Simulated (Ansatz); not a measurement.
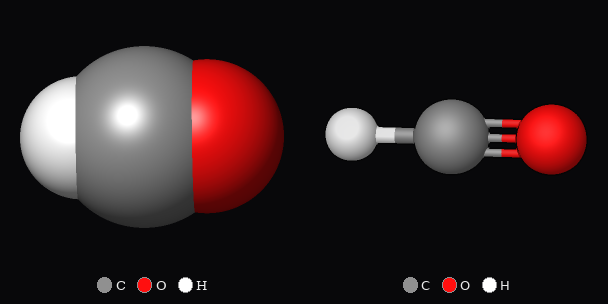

The same structure drawn twice, from different directions.

State: charge +1, singlet. Computed geometry: PBE0-D4/def2-TZVP optimisation.

Which formula does it have?

CHO⁺, 3 atoms: 1 carbon, 1 hydrogen and 1 oxygen.

What is its SMILES?

C#[O+]

Which point group does it belong to?

C∞v.

How many bonds of each kind are drawn?

1 C–O, 1 C–H.

The parts below concern this one geometry. Atoms keep their numbers from picture to picture.

### Shape

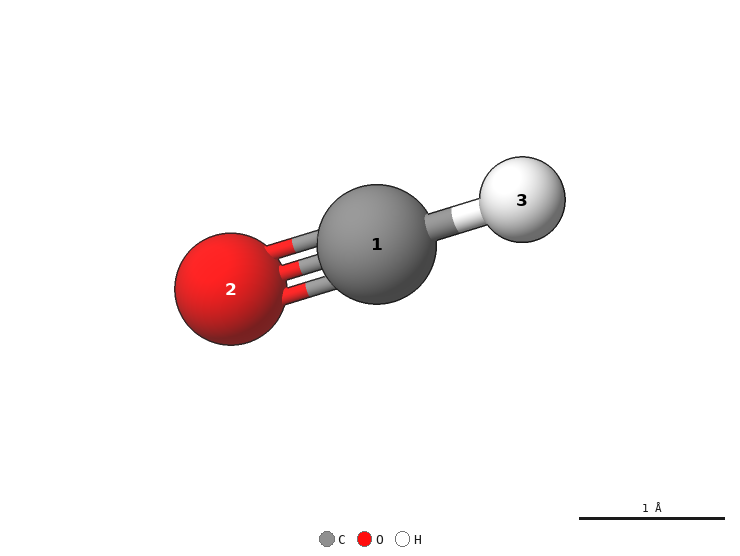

Numbered structure.

Describe the coordination of atom 1.

C1 has 2 neighbours (O2 at 1.10, H3 at 1.10 Å); the arrangement is linear.

### Charges

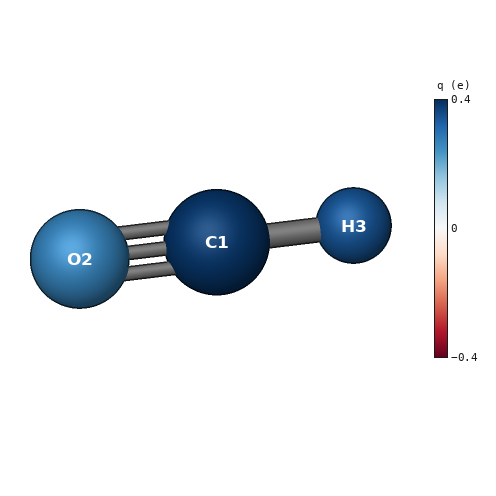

Atoms are coloured by their Mulliken charges. Method: RKS ωB97M-V/def2-TZVPP (Ansatz 0.2.0).

Give the Mulliken charges atom by atom.

| atom | value (e) |
| --- | --- |
| C1 | 0.39 |
| O2 | 0.27 |
| H3 | 0.35 |

### Levels of theory compared

Program: Ansatz 0.2.0.

Tabulate HOMO–LUMO gap (eV), HOMO energy (eV) at these levels: BHLYP-D4/def2-TZVPP; CAM-B3LYP-D4/def2-TZVPP; PBE0-D4/def2-QZVPP; PBE0-D4/def2-SVP; r2SCANh-D4/def2-TZVPP; ωB97M-V/def2-SVP; ωB97X-V/def2-TZVPP.

```
                  level  HOMO–LUMO gap (eV)  HOMO energy (eV)
    BHLYP-D4/def2-TZVPP               15.70            −24.40
CAM-B3LYP-D4/def2-TZVPP               15.64            −24.43
     PBE0-D4/def2-QZVPP               12.81            −22.90
       PBE0-D4/def2-SVP               12.95            −23.05
  r2SCANh-D4/def2-TZVPP               11.62            −22.21
       ωB97M-V/def2-SVP               17.95            −25.48
     ωB97X-V/def2-TZVPP               18.01            −25.46
```

### Vibrations

Harmonic vibrations computed with RKS PBE0-D4/def2-TZVP (Ansatz 0.2.0) at a stationary point of the same level.

List the wavenumbers.

4 modes: 875, 875, 2291, 3227 cm⁻¹.

Mulliken values depend strongly on the basis set and can even reverse the polarity of a bond.
